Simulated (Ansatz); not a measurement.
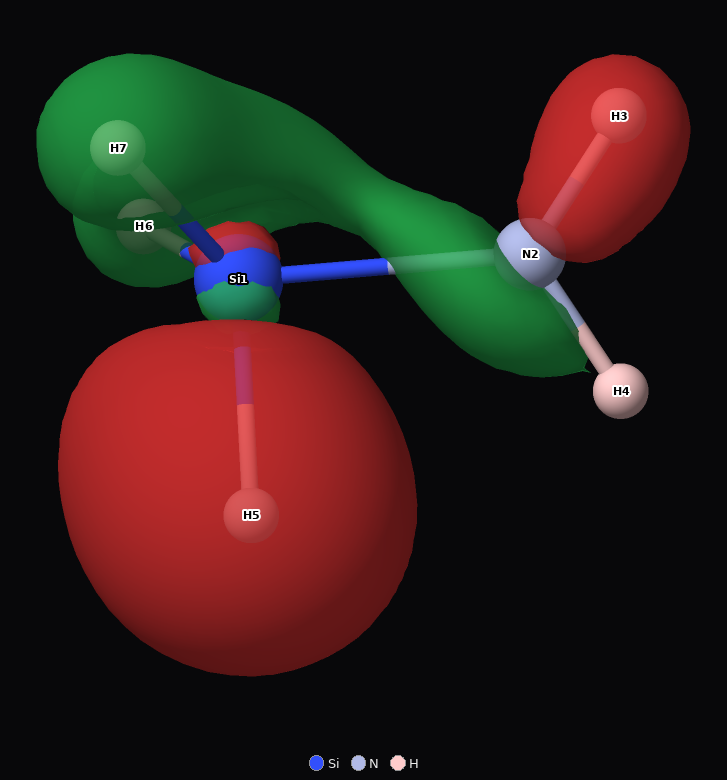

H$_{5}$NSi. The HOMO−1 at ±0.15 Å⁻³ᐟ² (green and red are the two phases), seen across its widest extent.

Not at a stationary point (largest force 1.7 eV/Å).

Computed with RKS BHLYP/def2-SVPD in Ansatz 0.2.0.

```
atom    x (Å)    y (Å)    z (Å)
  Si   0.2788  -0.0032   0.0800
   N   0.8010  -0.1313   1.7638
   H   0.1996  -0.1508   2.5671
   H   1.7096   0.2286   1.9915
   H   1.6606   0.0527  -0.3644
   H  -0.5057   1.2006  -0.2857
   H  -0.4703  -1.1965  -0.3664
```

Describe this orbital and give its energy.

Answer. It lies mainly on Si1 (about 40 %), H5 (about 40 %) and N2 (about 5 %). Its energy is −10.82 eV.
